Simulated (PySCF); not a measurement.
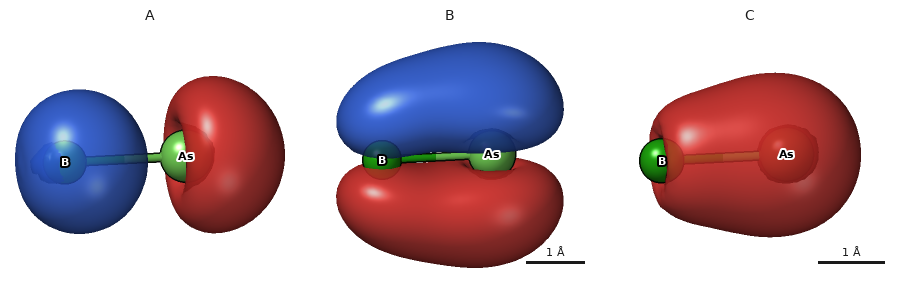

The picture shows: BAs (charge +1, quartet). Three frontier β-spin orbitals, each drawn at the value that holds 80 % of its norm (red and blue are the two phases), in no order; of a degenerate pair one member is drawn.

Computed with PySCF 2.14.0, PBE0/def2-TZVPPD, non-relativistic Hamiltonian with scalar-relativistic core potentials where named, at a bond length of 1.975 Å.

Question: Name the orbitals and rank them from lowest to highest energy.

Answer: Orbital C: σ, occupied in this spin, −23.29 eV; mainly on As (75 %).
Orbital A: σ, occupied in this spin, −16.81 eV; shared between the atoms (B 40 %, As 60 %).
Orbital B: π, empty in this spin, −10.93 eV; bonding, with no node between the atoms.
